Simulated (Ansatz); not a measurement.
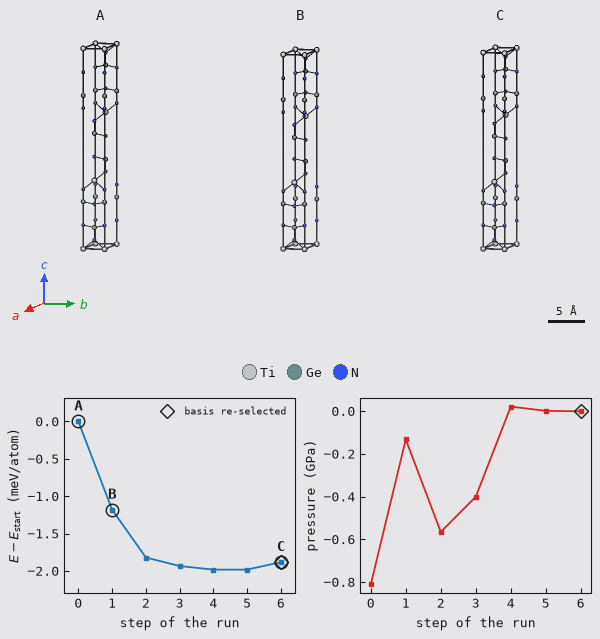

Frames of a relaxation of a crystal of TiGe2N4 (built on the MgIn2Se4-166 type type), marked on the history of the run. A ball-and-stick model of the conventional cell (3 times the calculation's cell), seen from a free direction. Lengths and directions refer to the drawn axes.

All numbers below come from DFT, r2SCAN+rVV10, plane waves, PAW (Ansatz). (plane-wave cutoff 500 eV; k-point mesh 8 × 8 × 8; occupations fermi dirac; smearing width 0.03 eV; no spin polarisation; cell and atoms relaxed; force threshold 0.01 eV/Å; at most 120 steps)

Q: Describe the path.

A: Over 5 accepted moves (6 points after the start) the energy falls by 1.9 meV per atom. The largest force component goes from 0.2 to 0.0022 eV/Å. Pressure: −0.81 GPa at the start and 0.00 GPa at the end. At 1 point the geometry stayed and the basis and grid were re-selected for the new cell (energy shift of 0.1 meV per atom at most each time). The largest moves relative to the cell, 0.057 Å, are those of Ge atoms. By element the largest moves are Ge 0.057 Å, N 0.047 Å. Ti stays in place. Cell: a = b 3.049 → 3.051 Å (+0.1 %), c 29.802 → 29.185 Å (−2.1 %). Volume −1.9 %. Among the contacts that change: Ge–N 1.859 → 1.854 Å. The space group stays R-3m (No. 166). From step 0 to 1: N atoms move most (0.09 Å), volume −2.9 %, energy −1.2 meV per atom. From step 1 to 6: N atoms move most (0.05 Å), volume +1.0 %, energy −0.7 meV per atom.

```json
{"step": "0", "E − E(0), meV/atom": "0.00", "largest force component, eV/Å": "0.2040", "pressure, GPa": "-0.81", "volume, Å³/atom": "11.422", "note": ""}
{"step": "1", "E − E(0), meV/atom": "-1.18", "largest force component, eV/Å": "0.1928", "pressure, GPa": "-0.13", "volume, Å³/atom": "11.094", "note": ""}
{"step": "2", "E − E(0), meV/atom": "-1.82", "largest force component, eV/Å": "0.0420", "pressure, GPa": "-0.57", "volume, Å³/atom": "11.262", "note": ""}
{"step": "3", "E − E(0), meV/atom": "-1.93", "largest force component, eV/Å": "0.0298", "pressure, GPa": "-0.40", "volume, Å³/atom": "11.227", "note": ""}
{"step": "4", "E − E(0), meV/atom": "-1.98", "largest force component, eV/Å": "0.0074", "pressure, GPa": "0.02", "volume, Å³/atom": "11.205", "note": ""}
{"step": "5", "E − E(0), meV/atom": "-1.98", "largest force component, eV/Å": "0.0023", "pressure, GPa": "0.00", "volume, Å³/atom": "11.206", "note": ""}
{"step": "6", "E − E(0), meV/atom": "-1.88", "largest force component, eV/Å": "0.0022", "pressure, GPa": "0.00", "volume, Å³/atom": "11.206", "note": "same geometry, new basis"}
```
